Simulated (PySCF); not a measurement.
**In$_{3}$F$_{9}$: geometry relaxation**

System: In$_{3}$F$_{9}$.
Method: PBE0-D3(BJ)/def2-SVP geometry optimisation, gas phase (PySCF 2.14.0).

It belongs to a series of runs on one base structure; here: bridge F.

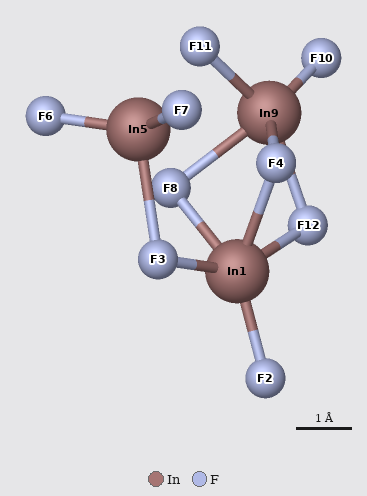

The structure as given in the input (ball-and-stick view, seen at a tilt; atoms are numbered from 1 in the order of the input). Sticks mark near contacts. Bond lengths as drawn: F–In 1.91 to 2.42 Å.

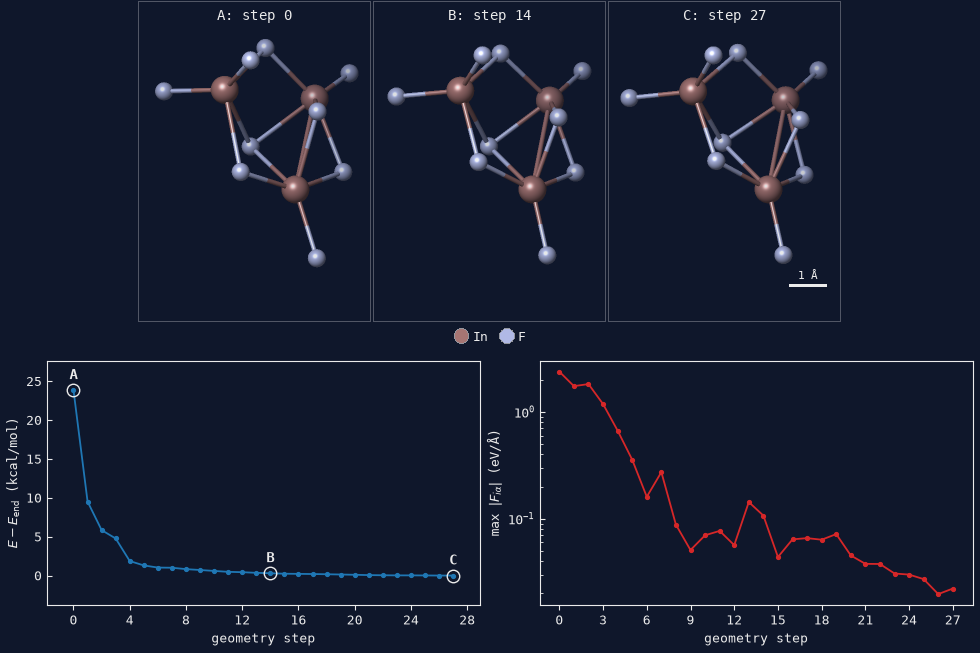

Frames of the relaxation (ball-and-stick view, seen at a tilt) above the curves, on which the letters mark them (steps are counted from 0).

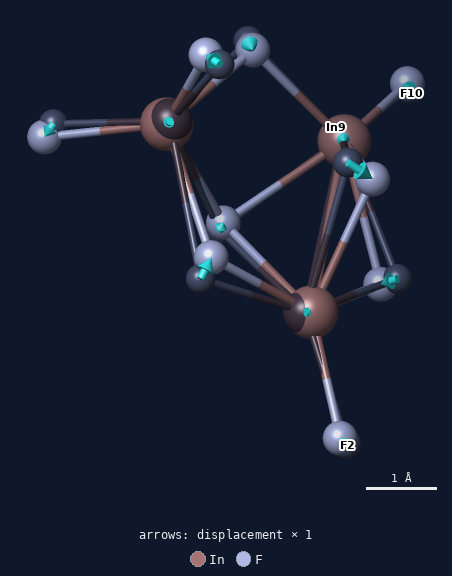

Start (faint) and end (solid) with the displacements as teal arrows, at true length (ball-and-stick view, seen at a tilt). The two geometries are laid on each other by the best rigid fit. F4 moves most after the best rigid fit: 0.46 Å. By element the largest moves are F 0.46 Å, In 0.17 Å. Among the contacts that change: In5–F11 2.436 → 2.162 Å, F3–In5 2.415 → 2.160 Å, F4–In9 2.376 → 2.125 Å, In5–F8 2.594 → 2.385 Å. Among the angles that change: F6–In5–F11 93.1° → 107.7°, F3–In1–F12 150.7° → 141.0°, F3–In1–In9 108.7° → 99.0°. After 27 geometry steps the energy has fallen by 23.9 kcal/mol. The largest force component goes from 2.4 to 0.022 eV/Å. (Atoms are counted from 1 in the order of the input.)

The input that produced these results follows, with the program's output.

The input:
```
{"job": {"xc": "PBE0", "basis": "def2-SVP", "d3": "d3bj", "grid": 1, "maxiter": 40, "shake": 0.03, "kind": "geom"}, "charge": 0, "multiplicity": 1}
In    -1.192340     1.259430    -0.693120
F     -2.537750     2.634660    -1.355480
F     -0.097830     0.622050    -2.274500
F      0.785480     1.099260     0.400600
In     1.398160    -0.929670    -1.185000
F      0.837820    -2.679440    -1.725630
F      3.009480     0.210000    -1.416310
F     -0.979860    -0.857700    -0.152470
In    -0.228870    -0.367740     1.970780
F     -0.476830    -0.711120     3.834850
F      1.347670    -1.499670     1.182940
F     -1.749670     1.137180     1.464320
```

The first line tells a small driver script what to run in PySCF; the rest is the geometry in Å.

Launch command:
```bash
OMP_NUM_THREADS=1 python <driver script> task.json out
```

Output:
```
step   0  E = -1467.73855575  max force = 0.046299
step   1  E = -1467.76139548  max force = 0.033863
step   2  E = -1467.76724816  max force = 0.035397
step   3  E = -1467.76896812  max force = 0.023009
step   4  E = -1467.77359093  max force = 0.012981
step   5  E = -1467.77448883  max force = 0.006935
step   6  E = -1467.77493028  max force = 0.003119
step   7  E = -1467.77496227  max force = 0.005308
step   8  E = -1467.77524931  max force = 0.001710
step   9  E = -1467.77542792  max force = 0.000990
step  10  E = -1467.77561707  max force = 0.001361
step  11  E = -1467.77580469  max force = 0.001496
step  12  E = -1467.77587314  max force = 0.001102
step  13  E = -1467.77600944  max force = 0.002785
step  14  E = -1467.77609113  max force = 0.002080
step  15  E = -1467.77619323  max force = 0.000852
step  16  E = -1467.77622055  max force = 0.001247
step  17  E = -1467.77625417  max force = 0.001280
step  18  E = -1467.77629522  max force = 0.001238
step  19  E = -1467.77635209  max force = 0.001396
step  20  E = -1467.77640960  max force = 0.000881
step  21  E = -1467.77647457  max force = 0.000736
step  22  E = -1467.77650645  max force = 0.000732
step  23  E = -1467.77653062  max force = 0.000597
step  24  E = -1467.77652991  max force = 0.000584
step  25  E = -1467.77654381  max force = 0.000530
step  26  E = -1467.77656675  max force = 0.000383
step  27  E = -1467.77656717  max force = 0.000432
optimisation converged
```

Trajectory as extended XYZ (Å, eV, eV/Å), 18 of the 28 frames kept, from step=0 to step=27:
```
12
Properties=species:S:1:pos:R:3:forces:R:3 step=0 energy=-39939.20042
In   -1.1923    1.2594   -0.6931   -0.9157   1.0386   0.6629
F    -2.5377    2.6347   -1.3555    1.3689  -1.4145   0.7379
F    -0.0978    0.6220   -2.2745    0.7058  -0.7482   0.5596
F     0.7855    1.0993    0.4006   -1.4554  -0.8910  -0.0129
In    1.3982   -0.9297   -1.1850    0.1444   1.6823   1.0130
F     0.8378   -2.6794   -1.7256   -0.0038  -0.1750  -0.1974
F     3.0095    0.2100   -1.4163   -1.0252  -0.8955   0.0871
F    -0.9799   -0.8577   -0.1525    0.4699   0.7264   0.5588
In   -0.2289   -0.3677    1.9708    0.3799   0.6418  -2.3808
F    -0.4768   -0.7111    3.8348   -0.0717  -0.0478   0.2950
F     1.3477   -1.4997    1.1829   -0.6776   0.8208  -0.6324
F    -1.7497    1.1372    1.4643    1.0806  -0.7379  -0.6909
12
Properties=species:S:1:pos:R:3:forces:R:3 step=2 energy=-39939.98118
In   -1.2306    1.2598   -0.6691    1.4052  -1.4655   0.2243
F    -2.4651    2.5067   -1.2234   -1.7624   1.8202  -0.8836
F    -0.0458    0.5247   -2.1765    0.4304  -0.3065   0.2309
F     0.6157    1.0629    0.3424    0.4658   0.0018   0.2250
In    1.3715   -0.8518   -1.0993   -1.2593  -0.4776  -0.1045
F     0.8757   -2.6220   -1.7484    0.0349   0.2936   0.0843
F     3.0021    0.0799   -1.3913    0.7698   0.4777  -0.0639
F    -1.0062   -0.7880   -0.1372    0.0189  -0.4965   0.1756
In   -0.2233   -0.3242    1.8380   -0.2445   0.1543   0.0555
F    -0.4220   -0.6805    3.7214    0.0217  -0.0028  -0.0445
F     1.3203   -1.3565    1.0395    0.3767  -0.1460  -0.3575
F    -1.6845    1.0959    1.3788   -0.2573   0.1472   0.4583
12
Properties=species:S:1:pos:R:3:forces:R:3 step=3 energy=-39940.02798
In   -1.1847    1.2145   -0.6675   -0.8617   0.7574  -0.2247
F    -2.4771    2.5283   -1.3063    0.4851  -0.4658   0.1260
F     0.0726    0.4400   -2.1084   -0.7851   0.7816  -0.6713
F     0.6532    1.0334    0.3834    0.1910   0.1428   0.0084
In    1.3228   -0.8414   -1.1280    1.0665  -1.1832   1.0335
F     0.8324   -2.6011   -1.7871   -0.0007   0.0819   0.0472
F     2.9890    0.1157   -1.3908    0.0146  -0.0352   0.0558
F    -0.9797   -0.8385   -0.0816   -0.0755  -0.2190  -0.1334
In   -0.2052   -0.3262    1.8635    0.3366  -0.2406   0.1472
F    -0.4097   -0.6629    3.7449   -0.0338  -0.0006   0.0878
F     1.3750   -1.3797    1.1043   -0.1026   0.1874  -0.6409
F    -1.6707    1.0905    1.3825   -0.2344   0.1934   0.1645
12
Properties=species:S:1:pos:R:3:forces:R:3 step=5 energy=-39940.17821
In   -1.2424    1.2514   -0.6594    0.2569  -0.3566   0.2183
F    -2.5104    2.5321   -1.2803   -0.2784   0.2976  -0.2088
F     0.0037    0.4824   -2.1053    0.0274   0.0196  -0.1101
F     0.6260    1.0732    0.3726   -0.0078   0.0798   0.1651
In    1.3674   -0.8743   -1.1203   -0.0953  -0.0008  -0.0181
F     0.8441   -2.6195   -1.7780   -0.0201   0.0033  -0.0465
F     3.0245    0.0907   -1.3718    0.0689   0.0256  -0.0221
F    -1.0168   -0.8222   -0.0929   -0.0816  -0.0445   0.1389
In   -0.2124   -0.3106    1.8489    0.0031   0.1089  -0.2631
F    -0.3890   -0.6652    3.7319    0.0396  -0.0258  -0.0225
F     1.3494   -1.3308    0.9796    0.0664  -0.0931   0.1315
F    -1.7097    1.1178    1.4121    0.0211  -0.0142   0.0374
12
Properties=species:S:1:pos:R:3:forces:R:3 step=6 energy=-39940.19022
In   -1.2471    1.2461   -0.6578   -0.1227   0.0464   0.0349
F    -2.5311    2.5346   -1.3023    0.1284  -0.1176   0.0147
F     0.0022    0.4844   -2.1098   -0.0194   0.0305  -0.0014
F     0.6276    1.0888    0.3796   -0.0369   0.0026   0.0877
In    1.3596   -0.8733   -1.1149    0.0822   0.0154  -0.1502
F     0.8288   -2.6110   -1.7853   -0.0288  -0.0059  -0.0525
F     3.0268    0.0844   -1.3605   -0.0260  -0.0133  -0.0164
F    -1.0164   -0.8312   -0.0814   -0.0347   0.0239   0.0615
In   -0.1928   -0.3080    1.8390    0.0117   0.0848  -0.1196
F    -0.3485   -0.6716    3.7207    0.0353  -0.0247   0.0083
F     1.3714   -1.3402    0.9739   -0.0195  -0.0205   0.1604
F    -1.7046    1.1158    1.4172    0.0305  -0.0218  -0.0273
12
Properties=species:S:1:pos:R:3:forces:R:3 step=8 energy=-39940.19890
In   -1.2620    1.2424   -0.6243   -0.0448   0.0083   0.0502
F    -2.5432    2.5130   -1.2964    0.0408  -0.0348  -0.0008
F    -0.0112    0.4961   -2.0848    0.0263  -0.0252   0.0263
F     0.6168    1.1117    0.4111    0.0099   0.0386  -0.0216
In    1.3596   -0.8786   -1.1348    0.0296  -0.0105   0.0485
F     0.8092   -2.6031   -1.8237   -0.0261   0.0228  -0.0269
F     3.0335    0.0686   -1.3670   -0.0335  -0.0027  -0.0248
F    -1.0211   -0.8297   -0.0414   -0.0411  -0.0005  -0.0664
In   -0.1714   -0.2934    1.8505    0.0377   0.0227   0.0879
F    -0.2910   -0.6712    3.7329    0.0281  -0.0123  -0.0025
F     1.3849   -1.3272    0.9770    0.0086  -0.0132  -0.0729
F    -1.7023    1.1166    1.4490   -0.0354   0.0068   0.0031
12
Properties=species:S:1:pos:R:3:forces:R:3 step=10 energy=-39940.20891
In   -1.2872    1.2402   -0.5496    0.0480  -0.0225   0.0184
F    -2.5759    2.4870   -1.2446   -0.0111   0.0124  -0.0017
F    -0.0322    0.5139   -2.0261   -0.0083  -0.0038  -0.0202
F     0.6124    1.1524    0.4493   -0.0090   0.0208   0.0215
In    1.3528   -0.8849   -1.1675    0.0334   0.0241  -0.0336
F     0.7631   -2.5868   -1.8774   -0.0230   0.0091  -0.0298
F     3.0335    0.0512   -1.3968   -0.0406   0.0018  -0.0407
F    -1.0253   -0.8262    0.0081   -0.0150   0.0068   0.0086
In   -0.1111   -0.2839    1.8744    0.0050   0.0325   0.0022
F    -0.1499   -0.6954    3.7520    0.0153  -0.0047   0.0058
F     1.4145   -1.3118    0.9269   -0.0072  -0.0302   0.0700
F    -1.6874    1.1045    1.5316    0.0123  -0.0462  -0.0004
12
Properties=species:S:1:pos:R:3:forces:R:3 step=11 energy=-39940.21401
In   -1.3006    1.2328   -0.4610    0.0769  -0.0051  -0.0344
F    -2.6025    2.4553   -1.1695   -0.0504   0.0495   0.0037
F    -0.0618    0.5359   -1.9748   -0.0155  -0.0008  -0.0053
F     0.6176    1.1920    0.4993    0.0042  -0.0054   0.0151
In    1.3390   -0.8846   -1.2068   -0.0193  -0.0353   0.0162
F     0.7064   -2.5644   -1.9312   -0.0109   0.0113  -0.0218
F     3.0213    0.0402   -1.4487   -0.0020   0.0384  -0.0431
F    -1.0142   -0.8266    0.0655    0.0262   0.0021   0.0390
In   -0.0353   -0.2819    1.9067   -0.0076  -0.0069  -0.0289
F     0.0097   -0.7282    3.7762   -0.0120   0.0080   0.0107
F     1.4484   -1.3091    0.8869   -0.0141   0.0048   0.0441
F    -1.6550    1.0754    1.6278    0.0245  -0.0606   0.0045
12
Properties=species:S:1:pos:R:3:forces:R:3 step=13 energy=-39940.21958
In   -1.2519    1.2494   -0.3639   -0.0381   0.1392  -0.0453
F    -2.5901    2.4845   -0.9903    0.0533  -0.0165   0.0310
F    -0.0924    0.5781   -1.9487   -0.0461   0.0044   0.0228
F     0.6732    1.2111    0.5674   -0.0349  -0.0279  -0.0140
In    1.2916   -0.8890   -1.2447    0.0732  -0.0436   0.1432
F     0.6515   -2.5671   -1.9645   -0.0102   0.0083  -0.0121
F     2.9408    0.0795   -1.5561   -0.0470  -0.0236   0.0188
F    -0.9306   -0.8206    0.0925    0.0545  -0.0924  -0.0502
In    0.0679   -0.3206    1.9446    0.0779  -0.0144   0.0058
F     0.1362   -0.8063    3.8052    0.0005   0.0076  -0.0063
F     1.5141   -1.3204    0.8615    0.0241  -0.0002  -0.1139
F    -1.5720    0.9936    1.7249   -0.1071   0.0589   0.0203
12
Properties=species:S:1:pos:R:3:forces:R:3 step=14 energy=-39940.22181
In   -1.2427    1.2594   -0.3743   -0.0420   0.1070   0.0015
F    -2.5808    2.5018   -0.9873    0.0622  -0.0239   0.0198
F    -0.0906    0.5797   -1.9564   -0.0327   0.0023   0.0146
F     0.6782    1.2078    0.5643   -0.0397  -0.0259  -0.0103
In    1.2879   -0.8926   -1.2378    0.0567  -0.0281   0.1019
F     0.6557   -2.5723   -1.9605   -0.0131   0.0029  -0.0150
F     2.9329    0.0826   -1.5491   -0.0354  -0.0220   0.0145
F    -0.9177   -0.8203    0.0769    0.0487  -0.0577  -0.0319
In    0.0654   -0.3246    1.9387    0.0518   0.0182  -0.0028
F     0.1191   -0.8102    3.7996    0.0029   0.0062  -0.0045
F     1.5197   -1.3230    0.8649    0.0146  -0.0041  -0.0796
F    -1.5737    0.9950    1.7131   -0.0739   0.0252  -0.0081
12
Properties=species:S:1:pos:R:3:forces:R:3 step=16 energy=-39940.22533
In   -1.2065    1.2998   -0.3504   -0.0015  -0.0185   0.0354
F    -2.5484    2.5475   -0.9344    0.0106   0.0265  -0.0174
F    -0.0950    0.6067   -1.9462    0.0186  -0.0119  -0.0051
F     0.7005    1.2396    0.5988   -0.0032   0.0146   0.0135
In    1.2581   -0.9170   -1.2371   -0.0213   0.0136  -0.0159
F     0.6184   -2.5801   -1.9907   -0.0051  -0.0056  -0.0006
F     2.8921    0.0722   -1.5535    0.0133  -0.0086  -0.0015
F    -0.8377   -0.8115    0.0592   -0.0201   0.0115   0.0085
In    0.1143   -0.3208    1.9396    0.0207   0.0372   0.0136
F     0.1648   -0.8266    3.7947    0.0036   0.0099   0.0026
F     1.5669   -1.3178    0.8559   -0.0176  -0.0046   0.0169
F    -1.5585    0.9766    1.7237    0.0018  -0.0641  -0.0501
12
Properties=species:S:1:pos:R:3:forces:R:3 step=17 energy=-39940.22624
In   -1.1936    1.3143   -0.3397    0.0166  -0.0583  -0.0168
F    -2.5323    2.5595   -0.9340   -0.0060   0.0439  -0.0096
F    -0.0865    0.6180   -1.9379    0.0147  -0.0005   0.0115
F     0.7051    1.2679    0.6209    0.0106   0.0201   0.0162
In    1.2479   -0.9291   -1.2375   -0.0430   0.0022  -0.0502
F     0.5910   -2.5795   -2.0050    0.0052  -0.0060   0.0109
F     2.8863    0.0511   -1.5559    0.0303   0.0030  -0.0037
F    -0.8102   -0.8051    0.0604   -0.0320   0.0387   0.0101
In    0.1356   -0.3055    1.9447    0.0088   0.0079   0.0185
F     0.1917   -0.8155    3.7986    0.0019   0.0158   0.0012
F     1.5803   -1.3094    0.8554   -0.0152  -0.0009   0.0361
F    -1.5593    0.9672    1.7239    0.0082  -0.0658  -0.0242
12
Properties=species:S:1:pos:R:3:forces:R:3 step=19 energy=-39940.22891
In   -1.1677    1.3437   -0.3549    0.0145  -0.0718  -0.0636
F    -2.4835    2.5987   -0.9817   -0.0029   0.0326   0.0218
F    -0.0365    0.6408   -1.9332    0.0037   0.0120   0.0194
F     0.7038    1.3232    0.6565   -0.0048  -0.0021   0.0249
In    1.2418   -0.9529   -1.2295   -0.0376   0.0020  -0.0651
F     0.5523   -2.5872   -2.0042    0.0195  -0.0067   0.0178
F     2.9000   -0.0056   -1.5516    0.0190  -0.0046   0.0138
F    -0.7857   -0.7811    0.0463    0.0131   0.0435  -0.0086
In    0.1362   -0.2672    1.9514   -0.0342  -0.0226  -0.0285
F     0.1738   -0.7640    3.8091    0.0094   0.0182   0.0029
F     1.5729   -1.2923    0.8746    0.0085   0.0063   0.0206
F    -1.5894    0.9543    1.6851   -0.0082  -0.0069   0.0446
12
Properties=species:S:1:pos:R:3:forces:R:3 step=21 energy=-39940.23224
In   -1.1592    1.3573   -0.3804   -0.0110  -0.0068   0.0217
F    -2.4575    2.6358   -0.9996    0.0154  -0.0084   0.0121
F     0.0080    0.6635   -1.9343   -0.0002   0.0075  -0.0160
F     0.6866    1.3426    0.6776   -0.0141   0.0124   0.0088
In    1.2469   -0.9606   -1.2287    0.0113   0.0378  -0.0041
F     0.5584   -2.6000   -1.9916    0.0066  -0.0096   0.0028
F     2.9211   -0.0349   -1.5386   -0.0109  -0.0185   0.0144
F    -0.7868   -0.7614    0.0152    0.0199  -0.0194  -0.0166
In    0.1010   -0.2572    1.9466   -0.0254  -0.0178  -0.0187
F     0.1119   -0.7407    3.8083    0.0189   0.0040   0.0031
F     1.5506   -1.2796    0.8875    0.0097  -0.0025  -0.0083
F    -1.6272    0.9453    1.6531   -0.0204   0.0213   0.0009
12
Properties=species:S:1:pos:R:3:forces:R:3 step=22 energy=-39940.23311
In   -1.1606    1.3579   -0.3837   -0.0085   0.0072   0.0377
F    -2.4542    2.6431   -0.9963    0.0019  -0.0058  -0.0038
F     0.0203    0.6763   -1.9335   -0.0023   0.0022  -0.0073
F     0.6751    1.3502    0.6900   -0.0057   0.0147  -0.0025
In    1.2482   -0.9584   -1.2308    0.0133   0.0208  -0.0004
F     0.5614   -2.5997   -1.9915    0.0041  -0.0033  -0.0025
F     2.9292   -0.0435   -1.5322   -0.0036  -0.0058   0.0054
F    -0.7840   -0.7600    0.0026    0.0077  -0.0168  -0.0105
In    0.0903   -0.2594    1.9433   -0.0192  -0.0236   0.0068
F     0.1001   -0.7428    3.8051    0.0165   0.0003   0.0002
F     1.5463   -1.2757    0.8868    0.0056   0.0013  -0.0015
F    -1.6432    0.9344    1.6465   -0.0099   0.0088  -0.0217
12
Properties=species:S:1:pos:R:3:forces:R:3 step=24 energy=-39940.23375
In   -1.1778    1.3454   -0.3750    0.0044   0.0300   0.0110
F    -2.4712    2.6331   -0.9795   -0.0201   0.0033  -0.0241
F     0.0254    0.6967   -1.9252   -0.0027  -0.0019   0.0121
F     0.6461    1.3579    0.7139    0.0010  -0.0103  -0.0014
In    1.2534   -0.9432   -1.2380    0.0183  -0.0225   0.0022
F     0.5742   -2.5881   -1.9992    0.0030   0.0088  -0.0101
F     2.9435   -0.0418   -1.5247   -0.0013   0.0156  -0.0100
F    -0.7813   -0.7712   -0.0137   -0.0057   0.0043   0.0132
In    0.0758   -0.2793    1.9390   -0.0045  -0.0103   0.0235
F     0.1012   -0.7727    3.7982   -0.0001  -0.0022  -0.0035
F     1.5478   -1.2687    0.8792   -0.0036   0.0110   0.0073
F    -1.6731    0.8969    1.6459    0.0113  -0.0257  -0.0203
12
Properties=species:S:1:pos:R:3:forces:R:3 step=25 energy=-39940.23413
In   -1.1846    1.3404   -0.3695    0.0027   0.0272  -0.0110
F    -2.4805    2.6246   -0.9778   -0.0114  -0.0039  -0.0140
F     0.0223    0.6996   -1.9208   -0.0005  -0.0036   0.0163
F     0.6374    1.3562    0.7214    0.0027  -0.0053   0.0010
In    1.2562   -0.9384   -1.2392    0.0055  -0.0234   0.0037
F     0.5817   -2.5838   -2.0036    0.0026   0.0091  -0.0090
F     2.9442   -0.0334   -1.5254    0.0046   0.0200  -0.0120
F    -0.7798   -0.7773   -0.0138   -0.0095   0.0084   0.0078
In    0.0728   -0.2880    1.9401   -0.0029  -0.0067   0.0154
F     0.1028   -0.7867    3.7978   -0.0046  -0.0024  -0.0019
F     1.5508   -1.2648    0.8774    0.0043   0.0034   0.0088
F    -1.6811    0.8819    1.6471    0.0066  -0.0226  -0.0049
12
Properties=species:S:1:pos:R:3:forces:R:3 step=27 energy=-39940.23476
In   -1.2087    1.3214   -0.3564    0.0097  -0.0036  -0.0204
F    -2.5142    2.5925   -0.9752    0.0059  -0.0129   0.0104
F     0.0150    0.7076   -1.9052    0.0050  -0.0017   0.0047
F     0.6032    1.3432    0.7487   -0.0024   0.0079   0.0087
In    1.2698   -0.9203   -1.2395   -0.0011  -0.0053   0.0161
F     0.6227   -2.5714   -2.0151   -0.0008   0.0054  -0.0054
F     2.9426    0.0124   -1.5296   -0.0027   0.0083  -0.0029
F    -0.7765   -0.7995   -0.0208   -0.0088  -0.0017  -0.0093
In    0.0525   -0.3270    1.9421    0.0097   0.0148  -0.0222
F     0.0853   -0.8466    3.7938   -0.0119  -0.0068   0.0023
F     1.5595   -1.2566    0.8766    0.0113  -0.0081  -0.0035
F    -1.7152    0.8219    1.6459   -0.0139   0.0037   0.0214
```

Results in brief:

| quantity | value |
| --- | --- |
| outcome | converged |
| total energy | −1467.776567 hartree |
| dipole moment | 2.65 D |
| point group | C1 |
| hardware | 1 CPU thread, shared host |
| wall time | 47 min |
| peak memory | 1.3 GiB |
